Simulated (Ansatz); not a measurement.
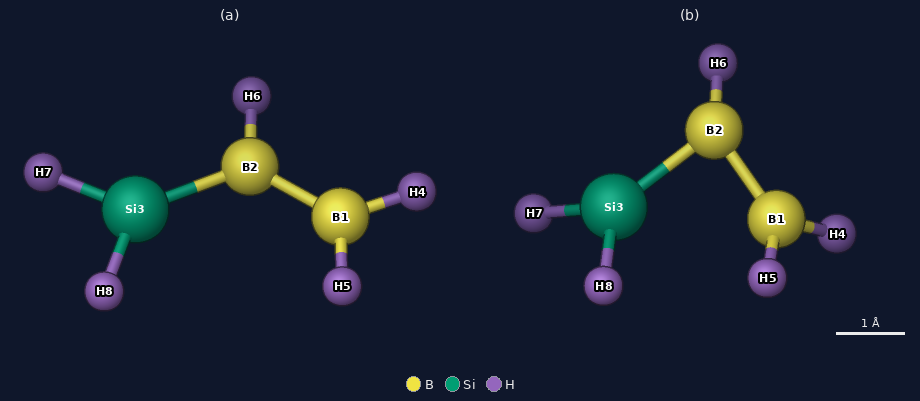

The structure of B2SiH5 (charge −1) before (left) and after (right) a relaxation, at one scale.

Style: ball-and-stick. Shown at a tilt.

Method: RKS PBE0-D4/def2-TZVPD (Ansatz).

The input:
```yaml
crystal:
  periodic: [false, false, false]
  atoms:
    - {symbol: B, position_ang: [-1.015670, 0.755980, -0.936810]}
    - {symbol: B, position_ang: [-0.204680, 0.493930, 0.424370]}
    - {symbol: Si, position_ang: [1.000230, -0.898660, 0.639050]}
    - {symbol: H, position_ang: [-1.817800, 1.649740, -1.125220]}
    - {symbol: H, position_ang: [-0.914640, 0.076350, -1.937870]}
    - {symbol: H, position_ang: [-0.343200, 1.210350, 1.410660]}
    - {symbol: H, position_ang: [1.847450, -1.307740, 1.827170]}
    - {symbol: H, position_ang: [1.448310, -1.979960, -0.301350]}
basis:
  gaussian: {orbitals: def2-TZVPD}
total_charge: -1
hamiltonian: {xc: pbe0, dispersion: d4}
relax: {f_tol: 0.005, max_steps: 200}
```

Command:
```bash
ansatz run in.yaml --threads 2 --pin off --events-out ev --progress --plain --max-ram 4352MiB
```

Question: What changed between the two?

Answer: H4 moves most after the best rigid fit: 1.04 Å. Largest moves by element: H 1.04 Å, B 0.63 Å, Si 0.28 Å. Among the contacts that change: B1–Si3 3.047 → 2.420 Å, B2–Si3 1.854 → 1.879 Å, B2–H6 1.227 → 1.202 Å, B1–B2 1.606 → 1.616 Å. Bond angles that change, for instance: B1–B2–Si3 123.3° → 87.3°, B1–B2–H6 121.9° → 134.4°, Si3–B2–H6 114.8° → 125.3°. After 23 accepted moves (26 points after the start) the energy has fallen by 0.221 eV. The largest force component goes from 1.1 to 0.005 eV/Å. The line search rejected the trial steps at points 6, 14, 25 of the run.
